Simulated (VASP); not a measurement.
# How k-mesh and SCF solver change a VASP run on Cobalt, part 3 of 3

A convergence test on Cobalt: the k-mesh and SCF solver. The series runs use LDA. The atoms of the start are displaced at random from the sites of a P6_3/mmc cell.

VASP 6.6.1; LDA, spin-polarised from a ferromagnetic start; plane waves and PAW (Co).

Still holding for the runs below: The magnetic state follows from one typed start and may not be the lowest.

So far. Step 12 (SCF solver: ALGO = Fast): Against the first of the series the energy stays within 0.01 meV an atom; the pressure moves by -0.04 GPa, after 14 cycles in 61 s. Step 13 (SCF solver: ALGO = VeryFast): Against the first of the series the energy stays within 0.01 meV an atom; the pressure moves by +0.07 GPa, after 21 cycles in 81 s.

## (14) SCF solver: ALGO = All

File INCAR:

```
SYSTEM = Co
PREC = Accurate
ENCUT = 400
EDIFF = 1E-06
NELM = 100
ISMEAR = -1
SIGMA = 0.05
LREAL = .FALSE.
ALGO = All
GGA = CA
NBANDS = 19
ISPIN = 2
MAGMOM = 2 2
LASPH = .TRUE.
LMAXMIX = 4
LORBIT = 11
LWAVE = .FALSE.
LCHARG = .FALSE.
KPAR = 2
ISIF = 2
```

File POSCAR:

```
Co
1.0
    2.5074000000      0.0000000000      0.0000000000
   -1.2537000000      2.1714720974      0.0000000000
    0.0000000000      0.0000000000      4.0699000000
Co
2
Direct
    0.3248340000      0.6738130000      0.2448670000
    0.6657050000      0.3334760000      0.7516660000
```

File KPOINTS:

```
Automatic mesh
0
Gamma
12 12 7
0 0 0
```

The projector-augmented-wave data sets are Co (PBE family, release 64).

The run is started by

```console
$ mpirun -np 2 vasp_std
```

The program printed:

```text
[... set-up lines as in an earlier step ...]
 entering main loop
       N       E                     dE             d eps       ncg     rms           ort
DAV:   1     0.700397196639E+02    0.70040E+02   -0.80108E+03  9614   0.129E+03
DAV:   2    -0.155802906986E+02   -0.85620E+02   -0.77211E+02  9614   0.200E+02
DAV:   3    -0.188103761437E+02   -0.32301E+01   -0.31205E+01  9614   0.487E+01
DAV:   4    -0.188617091333E+02   -0.51333E-01   -0.51300E-01  9614   0.524E+00
DAV:   5    -0.188627884162E+02   -0.10793E-02   -0.10792E-02  9614   0.670E-01
SDA:   6    -0.809111783748E+01    0.10772E+02   -0.10792E-02  9614   0.459E+02   0.000E+00
 gam= 0.000 g(H,U,f)=  0.231E+02 0.223E+02 0.449E+00 ort(H,U,f) = 0.000E+00 0.000E+00 0.000E+00
 gam= 0.000 trial= 0.400  step=  0.3037 mean=  0.4000
CGA:   7    -0.151603379690E+02   -0.70692E+01   -0.69643E+01  9614   0.199E+01  -0.470E+00
 gam= 0.043 g(H,U,f)=  0.109E+01 0.876E+00 0.276E-01 ort(H,U,f) =-0.515E+01 0.452E+01 0.155E+00
 gam= 0.043 trial= 0.390  step=  0.9596 mean=  0.3904
[...]
gam= 0.476 trial= 0.566  step=  0.4402 mean=  0.5657
CGA:  14    -0.161458212094E+02   -0.84575E-04   -0.84578E-04  9614   0.468E-04   0.176E-08
 gam= 0.122 g(H,U,f)=  0.307E-04 0.292E-05 0.132E-04 ort(H,U,f) = 0.308E-05-0.199E-04 0.168E-04
 gam= 0.122 trial= 0.553  step=  1.1885 mean=  0.5532
CGA:  15    -0.161458490154E+02   -0.27806E-04   -0.27798E-04  9614   0.280E-04   0.171E-07
 gam= 0.598 g(H,U,f)=  0.191E-04 0.473E-05 0.417E-05 ort(H,U,f) =-0.840E-05-0.858E-07 0.850E-05
 gam= 0.598 trial= 0.617  step=  0.6814 mean=  0.6167
CGA:  16    -0.161458585544E+02   -0.95389E-05   -0.95382E-05  9614   0.153E-04   0.795E-08
 gam= 0.548 g(H,U,f)=  0.110E-04 0.328E-05 0.103E-05 ort(H,U,f) =-0.675E-06-0.328E-05 0.397E-05
 gam= 0.548 trial= 0.623  step=  0.7810 mean=  0.6232
CGA:  17    -0.161458645464E+02   -0.59921E-05   -0.59904E-05  9614   0.248E-05   0.693E-08
 gam= 0.162 g(H,U,f)=  0.225E-05 0.197E-06 0.259E-07 ort(H,U,f) =-0.506E-06 0.239E-06 0.274E-06
 gam= 0.162 trial= 0.639  step=  0.7897 mean=  0.6390
CGA:  18    -0.161458655270E+02   -0.98057E-06   -0.97855E-06  9614   0.920E-06   0.298E-08
 gam= 0.371 g(H,U,f)=  0.696E-06 0.212E-06 0.115E-07 ort(H,U,f) = 0.246E-06-0.182E-06-0.607E-07
 gam= 0.371 trial= 0.654  step=  0.5073 mean=  0.6540
 final diagonalization occupied
   1 F= -.16145866E+02 E0= -.16137072E+02  d E =-.175880E-01  mag=     3.1234
```

Wall time 63 s (2 MPI ranks of Intel Xeon Platinum 8488C (Sapphire Rapids), shared host); peak memory 1.1 GiB; 2 min of CPU time.

Parts of OUTCAR (step 14):

```text
  Total       -3.0095379     -2.9593972     -3.2429118      0.0455124     -0.0070374      0.0128423
  in kB     -217.5949398   -213.9696752   -234.4682814      3.2906249     -0.5088147      0.9285240
  external PRESSURE =    -222.0109655 kB  Pullay stress =       0.0000000 kB

 POSITION                                       TOTAL-FORCE (eV/Angst)
 -----------------------------------------------------------------------------------
     -0.03027      1.46317      0.99658         0.064418     -0.035411      0.120129
      1.25111      0.72413      3.05921        -0.064418      0.035411     -0.120129
 -----------------------------------------------------------------------------------
    total drift:                                0.000002     -0.000009      0.000024

  FREE ENERGIE OF THE ION-ELECTRON SYSTEM (eV)
  ---------------------------------------------------
  free  energy   TOTEN  =       -16.1458655270 eV

  energy  without entropy=      -16.1282775183  energy(sigma->0) =      -16.13707152

 magnetization (x)
# of ion       s       p       d       tot
------------------------------------------
    1       -0.013  -0.038   1.619   1.568
    2       -0.013  -0.038   1.619   1.568
--------------------------------------------------
tot         -0.025  -0.075   3.238   3.137

[... 2 parts as in an earlier step ...]

[... 1 further part left out ...]
[key lines of the parts left out:]
E-fermi :   9.5019
```

Against the first of the series the energy stays within 0.01 meV an atom; the pressure moves by +0.04 GPa, after 18 cycles in 63 s.

## (15) SCF solver: ALGO = Damped

Edit INCAR of step 14 so:

```diff
@@ -8,3 +8,3 @@
 LREAL = .FALSE.
-ALGO = All
+ALGO = Damped
 GGA = CA
```

POSCAR is that of step 14.

KPOINTS is that of step 14.

The run is started by

```console
$ mpirun -np 2 vasp_std
```

The program printed:

```text
[... set-up lines as in an earlier step ...]
 entering main loop
       N       E                     dE             d eps       ncg     rms           ort
DAV:   1     0.137830991282E+03    0.13783E+03   -0.71579E+03  9614   0.129E+03
DAV:   2     0.152352990417E+02   -0.12260E+03   -0.11371E+03  9614   0.264E+02
DAV:   3    -0.142113741908E+02   -0.29447E+02   -0.27128E+02  9614   0.118E+02
DAV:   4    -0.185357596463E+02   -0.43244E+01   -0.41446E+01  9614   0.519E+01
[...]
DMP:  25    -0.161458624688E+02   -0.19455E-05   -0.17714E-05  9614   0.290E-05   0.400E-05
DMP:  26    -0.161458639190E+02   -0.14502E-05   -0.98197E-06  9614   0.137E-05   0.283E-05
DMP:  27    -0.161458647710E+02   -0.85200E-06   -0.65282E-06  9614   0.945E-06   0.180E-05
 final diagonalization occupied
   1 F= -.16145865E+02 E0= -.16137070E+02  d E =-.175897E-01  mag=     3.1228
```

It took 76 s on 2 MPI ranks; peak memory 1.1 GiB; 2.5 min of CPU time.

From OUTCAR (step 15):

```text
  Total       -3.0064629     -2.9563270     -3.2395771      0.0455028     -0.0070309      0.0128432
  in kB     -217.3726079   -213.7476934   -234.2271801      3.2899316     -0.5083495      0.9285891
  external PRESSURE =    -221.7824938 kB  Pullay stress =       0.0000000 kB

 POSITION                                       TOTAL-FORCE (eV/Angst)
 -----------------------------------------------------------------------------------
     -0.03027      1.46317      0.99658         0.064433     -0.035421      0.120000
      1.25111      0.72413      3.05921        -0.064433      0.035421     -0.120000
 -----------------------------------------------------------------------------------
    total drift:                                0.000002     -0.000009      0.000024

  FREE ENERGIE OF THE ION-ELECTRON SYSTEM (eV)
  ---------------------------------------------------
  free  energy   TOTEN  =       -16.1458647710 eV

  energy  without entropy=      -16.1282750219  energy(sigma->0) =      -16.13706990

 magnetization (x)
# of ion       s       p       d       tot
------------------------------------------
    1       -0.013  -0.038   1.619   1.568
    2       -0.013  -0.038   1.619   1.568
--------------------------------------------------
tot         -0.025  -0.075   3.237   3.136

[... 2 parts as in an earlier step ...]

[... 1 further part left out ...]
[key lines of the parts left out:]
E-fermi :   9.5016
```

Against the first of the series the energy stays within 0.01 meV an atom; the pressure moves by +0.06 GPa, after 27 cycles in 76 s.

## (16) SCF solver: AMIX = 0.1, BMIX = 0.01

Edit INCAR of step 15 so:

```diff
@@ -8,3 +8,3 @@
 LREAL = .FALSE.
-ALGO = Damped
+ALGO = Normal
 GGA = CA
@@ -20 +20,3 @@
 ISIF = 2
+AMIX = 0.1
+BMIX = 0.01
```

POSCAR is that of step 15.

KPOINTS is that of step 15.

The run is started by

```console
$ mpirun -np 2 vasp_std
```

The program printed:

```text
[... set-up lines as in an earlier step ...]
 entering main loop
       N       E                     dE             d eps       ncg     rms          rms(c)
[... 5 cycles as in an earlier step ...]
DAV:   6    -0.172167178057E+02    0.16461E+01   -0.73311E-01 42910   0.175E+01    0.105E+01
DAV:   7    -0.162083822475E+02    0.10083E+01   -0.24167E+00 43480   0.305E+01    0.457E+00
DAV:   8    -0.162200986728E+02   -0.11716E-01   -0.11166E-01 41431   0.269E+00    0.460E+00
DAV:   9    -0.162202644325E+02   -0.16576E-03   -0.15429E-03 57861   0.428E-01    0.476E+00
[...]
DAV:  18    -0.161458902014E+02    0.82601E-04   -0.93149E-05 55753   0.169E-01    0.179E-01
DAV:  19    -0.161458664219E+02    0.23779E-04   -0.55421E-05 57184   0.128E-01    0.440E-02
DAV:  20    -0.161458659155E+02    0.50644E-06   -0.62112E-06 55656   0.335E-02
   1 F= -.16145866E+02 E0= -.16137072E+02  d E =-.175887E-01  mag=     3.1231
```

Run time: 83 s. Hardware: 2 MPI ranks; peak memory 0.56 GiB.

From OUTCAR (step 16):

```text
  Total       -2.9914725     -2.9412905     -3.2228443      0.0456252     -0.0070259      0.0128388
  in kB     -216.2887781   -212.6605289   -233.0173695      3.2987796     -0.5079857      0.9282693
  external PRESSURE =    -220.6555588 kB  Pullay stress =       0.0000000 kB

 POSITION                                       TOTAL-FORCE (eV/Angst)
 -----------------------------------------------------------------------------------
     -0.03027      1.46317      0.99658         0.064444     -0.035425      0.119877
      1.25111      0.72413      3.05921        -0.064444      0.035425     -0.119877
 -----------------------------------------------------------------------------------
    total drift:                                0.000002     -0.000009      0.000024

  FREE ENERGIE OF THE ION-ELECTRON SYSTEM (eV)
  ---------------------------------------------------
  free  energy   TOTEN  =       -16.1458659155 eV

  energy  without entropy=      -16.1282771839  energy(sigma->0) =      -16.13707155

[... 3 parts as in an earlier step ...]

[... 1 further part left out ...]
[key lines of the parts left out:]
E-fermi :   9.5014
```

Against the first of the series the energy stays within 0.01 meV an atom; the pressure moves by +0.17 GPa, after 20 cycles in 83 s.

## (17) SCF solver: AMIX = 0.8

Edit INCAR of step 16 so:

```diff
@@ -20,3 +20,2 @@
 ISIF = 2
-AMIX = 0.1
-BMIX = 0.01
+AMIX = 0.8
```

POSCAR is that of step 16.

KPOINTS is that of step 16.

The run is started by

```console
$ mpirun -np 2 vasp_std
```

The program printed:

```text
[... set-up lines as in an earlier step ...]
 entering main loop
       N       E                     dE             d eps       ncg     rms          rms(c)
[... 5 cycles as in an earlier step ...]
DAV:   6    -0.234448450423E+02   -0.45821E+01   -0.34590E+01 43195   0.118E+02    0.242E+01
DAV:   7    -0.161035252333E+02    0.73413E+01   -0.17182E+01 44191   0.645E+01    0.499E+00
DAV:   8    -0.161455737966E+02   -0.42049E-01   -0.18167E-01 52231   0.363E+00    0.252E+00
DAV:   9    -0.161445200947E+02    0.10537E-02   -0.97475E-03 55702   0.129E+00    0.585E-01
[...]
DAV:  14    -0.161458628366E+02   -0.79432E-05   -0.86077E-06 40964   0.252E-02    0.246E-02
DAV:  15    -0.161458658329E+02   -0.29963E-05   -0.19188E-06 38990   0.179E-02    0.954E-03
DAV:  16    -0.161458658454E+02   -0.12480E-07   -0.28125E-07 21733   0.470E-03
   1 F= -.16145866E+02 E0= -.16137071E+02  d E =-.175889E-01  mag=     3.1230
```

Run time: 64 s. Hardware: 2 MPI ranks; peak memory 0.57 GiB.

OUTCAR, selected parts (step 17):

```text
  Total       -3.0117824     -2.9615712     -3.2450909      0.0455774     -0.0070280      0.0128250
  in kB     -217.7572203   -214.1268610   -234.6258396      3.2953273     -0.5081373      0.9272733
  external PRESSURE =    -222.1699736 kB  Pullay stress =       0.0000000 kB

 POSITION                                       TOTAL-FORCE (eV/Angst)
 -----------------------------------------------------------------------------------
     -0.03027      1.46317      0.99658         0.064431     -0.035417      0.120011
      1.25111      0.72413      3.05921        -0.064431      0.035417     -0.120011
 -----------------------------------------------------------------------------------
    total drift:                                0.000002     -0.000009      0.000024

  FREE ENERGIE OF THE ION-ELECTRON SYSTEM (eV)
  ---------------------------------------------------
  free  energy   TOTEN  =       -16.1458658454 eV

  energy  without entropy=      -16.1282769197  energy(sigma->0) =      -16.13707138

[... 3 parts as in an earlier step ...]

[... 1 further part left out ...]
[key lines of the parts left out:]
E-fermi :   9.5017
```

Against the first of the series the energy stays within 0.01 meV an atom; the pressure moves by +0.02 GPa, after 16 cycles in 64 s.

## (18) SCF solver: IMIX = 1, AMIX = 0.2

Edit INCAR of step 17 so:

```diff
@@ -20,2 +20,3 @@
 ISIF = 2
-AMIX = 0.8
+IMIX = 1
+AMIX = 0.2
```

POSCAR is that of step 17.

KPOINTS is that of step 17.

The run is started by

```console
$ mpirun -np 2 vasp_std
```

The program printed:

```text
[... set-up lines as in an earlier step ...]
 entering main loop
       N       E                     dE             d eps       ncg     rms          rms(c)
[... 5 cycles as in an earlier step ...]
DAV:   6    -0.164250960603E+02    0.24377E+01   -0.26355E+00 42592   0.331E+01    0.670E+00
DAV:   7    -0.162294481201E+02    0.19565E+00   -0.33655E-01 59095   0.821E+00    0.436E+00
DAV:   8    -0.161968754359E+02    0.32573E-01   -0.15137E-02 58050   0.185E+00    0.333E+00
DAV:   9    -0.161791414757E+02    0.17734E-01   -0.14002E-03 50988   0.463E-01    0.265E+00
[...]
DAV:  29    -0.161458700964E+02    0.24221E-05   -0.91852E-08 19546   0.349E-03    0.241E-02
DAV:  30    -0.161458685628E+02    0.15336E-05   -0.58848E-08 19540   0.280E-03    0.190E-02
DAV:  31    -0.161458675905E+02    0.97229E-06   -0.38986E-08 19534   0.227E-03
   1 F= -.16145868E+02 E0= -.16137074E+02  d E =-.175880E-01  mag=     3.1232
```

It took 1.8 min on 2 MPI ranks; peak memory 0.57 GiB.

From OUTCAR (step 18):

```text
  Total       -2.9732124     -2.9231290     -3.2066341      0.0454599     -0.0070352      0.0128382
  in kB     -214.9685372   -211.3474207   -231.8453453      3.2868294     -0.5086589      0.9282271
  external PRESSURE =    -219.3871011 kB  Pullay stress =       0.0000000 kB

 POSITION                                       TOTAL-FORCE (eV/Angst)
 -----------------------------------------------------------------------------------
     -0.03027      1.46317      0.99658         0.064421     -0.035413      0.119938
      1.25111      0.72413      3.05921        -0.064421      0.035413     -0.119938
 -----------------------------------------------------------------------------------
    total drift:                                0.000002     -0.000009      0.000024

  FREE ENERGIE OF THE ION-ELECTRON SYSTEM (eV)
  ---------------------------------------------------
  free  energy   TOTEN  =       -16.1458675905 eV

  energy  without entropy=      -16.1282795497  energy(sigma->0) =      -16.13707357

[... 3 parts as in an earlier step ...]

[... 1 further part left out ...]
[key lines of the parts left out:]
E-fermi :   9.5018
```

Against the first of the series the energy stays within 0.01 meV an atom; the pressure moves by +0.30 GPa, after 31 cycles in 1.8 min.

## (19) The SCF solver series as a table

This step: convergence of LDA results with the solver; plane waves and PAW (VASP 6.6.1).

Derived from the runs above.

Differences are taken from the run with ALGO = Normal. Results of the series, by row:

```csv
setting,status,energy less the reference (meV/atom),pressure (GPa),largest force difference (meV/Å),moment (μB),SCF cycles,wall time (s)
ALGO = Normal,converged,0,-22.24,0,3.123,14,56
ALGO = Fast,converged,5.50e-5,-22.28,0.023,3.123,14,61
ALGO = VeryFast,converged,4.50e-5,-22.16,0.148,3.123,21,81
ALGO = All,converged,1.00e-5,-22.2,0.191,3.123,18,63
ALGO = Damped,converged,8.20e-4,-22.18,0.062,3.123,27,76
"AMIX = 0.1, BMIX = 0.01",converged,-5.00e-6,-22.07,0.061,3.123,20,83
AMIX = 0.8,converged,8.00e-5,-22.22,0.073,3.123,16,64
"IMIX = 1, AMIX = 0.2",converged,-0.001015,-21.94,0.002,3.123,31,107
```

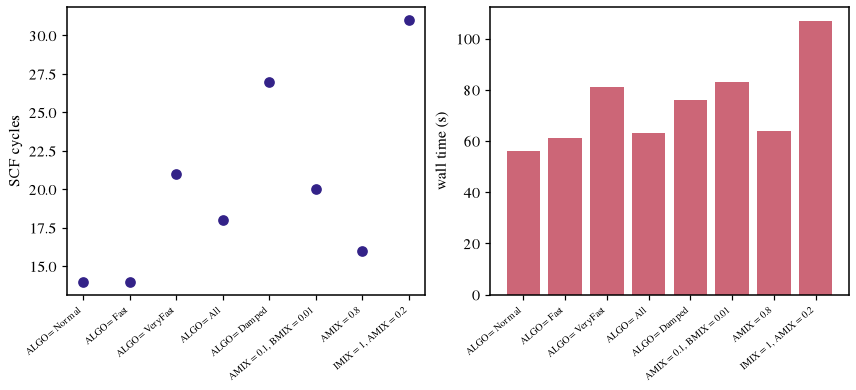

The SCF cycles and the wall time by setting.

## (20) What came out

| Item | Value |
| --- | --- |
| k-mesh from which the energy stays within 10 meV/atom of the reference | 9 9 5 |
| k-mesh from which the energy stays within 1 meV/atom of the reference | 15 15 8 |
| k-mesh from which the pressure stays within 0.2 GPa of the reference | none before the reference itself |
| spread of the pressure over the k-mesh | 2.90 GPa |
| spread of the energy over the k-mesh | 129 meV/atom |
| fewest SCF cycles | ALGO = Normal; ALGO = Fast (14) |
| most SCF cycles among converged runs | IMIX = 1, AMIX = 0.2 (31) |
| spread of the pressure over the SCF solver | 0.337 GPa |
| spread of the energy over the SCF solver | 0.00184 meV/atom |

From 15 15 8 on, the energy stays within 1 meV an atom of the reference, at 51 % of its time. The pressure doesn't settle within 0.2 GPa before the reference. The energy swings above and below the reference, since the sum over k-points is not variational. A metal's Fermi surface slows this convergence. All SCF solvers that converged agree within 0.05 meV an atom. No setting beats the 56 s of ALGO = Normal by a fifth or more; the slowest converged run is IMIX = 1, AMIX = 0.2, at 1.8 min. On a shared host such times are rough. Yet the pressure of IMIX = 1, AMIX = 0.2 is +0.30 GPa off: EDIFF tests the energy, which is second order in the error of the density, while the stress is first order. Differences are taken from the run with 19 19 10, which is itself not the exact limit. The runs at 3 3 2; 4 4 2 are over 30 meV an atom or 2 GPa off and describe the material poorly.

[Lines on the potential files, build, host, timing and source positions are cut from VASP's logs without a mark.]

[Logs are printed without paths, hosts, clocks, repeated set-up lines and the standing remarks that a program may print on its own settings, such as how far it seeks lower states.]

[Hosts, paths, dates, database ids (printed as entryN), source tags and the programs' standing remarks are cut or masked in the printed files.]

[A measured line is paired with the nearest computed mode of its activity, which favours agreement.]
